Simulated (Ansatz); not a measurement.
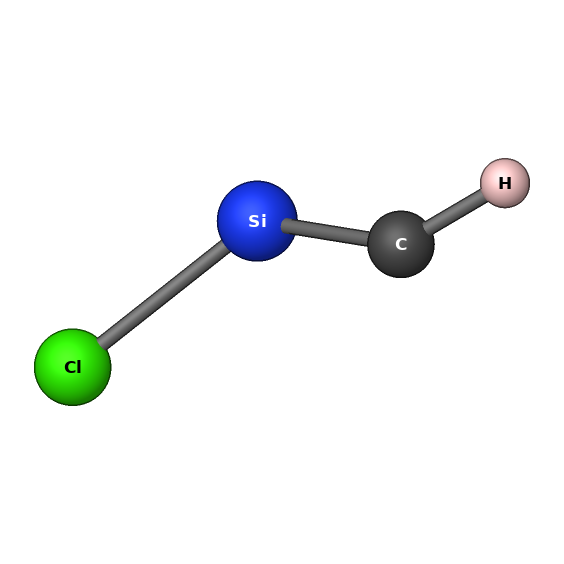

Computed geometry: PBE0-D4/def2-TZVP optimisation. No frequency run is at hand to confirm it as a minimum.

**Give the formula.**

CHClSi, 4 atoms: 1 carbon, 1 hydrogen, 1 chlorine and 1 silicon.

**How many sets of symmetry-equivalent atoms are there?**

4: 1 C, 1 Si, 1 Cl, 1 H.

**What is the point group of this geometry?**

Cs.

**Count the bonded pairs by element.**

1 C–Si, 1 Cl–Si, 1 C–H. Sticks follow a distance rule.

The parts below concern this one geometry. Atoms keep their numbers from picture to picture.

### Dipole moment

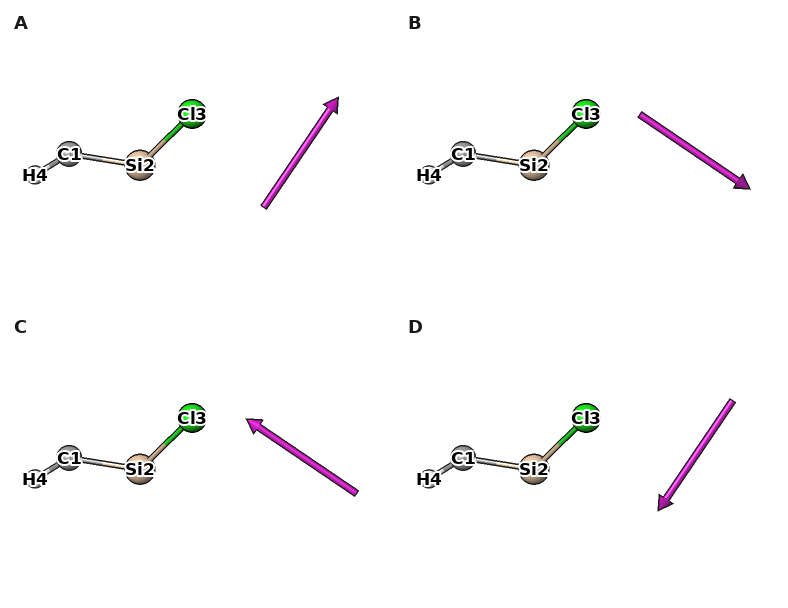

The same molecule four times, each with an arrow. No frequency run is at hand to confirm it as a minimum. Properties computed with RKS PBE0-D4/def2-TZVP (Ansatz 0.2.0).

**Which arrow points along the dipole moment, from the negative to the positive end?**

B. The dipole moment is 0.87 D; it points from the side of H4 to the side of Cl3 (the outermost atoms at the two ends).

### Electronic properties

No frequency run is at hand to confirm it as a minimum. Properties computed with RKS PBE0-D4/def2-TZVPP (Ansatz 0.2.0).

**Give the HOMO–LUMO gap at this level.**

3.28 eV.

**Estimate the HOMO energy (Kohn–Sham orbital).**

−6.90 eV.

### Charges

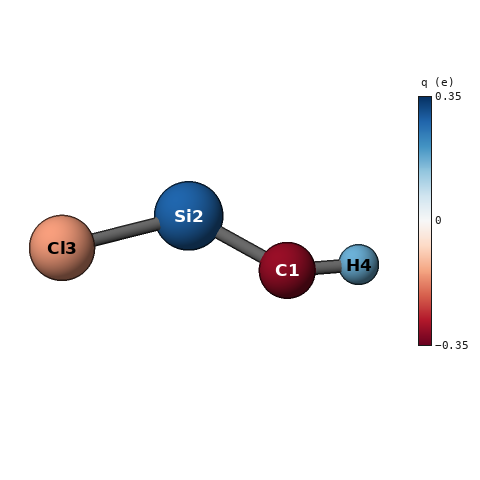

Atoms are coloured by their Mulliken charges. No frequency run is at hand to confirm it as a minimum. Method: RKS PBE0-D4/def2-TZVP (Ansatz 0.2.0).

**Which atom carries the highest charge (most positive or least negative)?**

Si2 (0.28 e).

**And the lowest?**

C1 (−0.31 e).

List the Mulliken charges.

| atom | value (e) |
| --- | --- |
| C1 | −0.31 |
| Si2 | 0.28 |
| Cl3 | −0.15 |
| H4 | 0.18 |

Mulliken values depend strongly on the basis set and can even reverse the polarity of a bond.
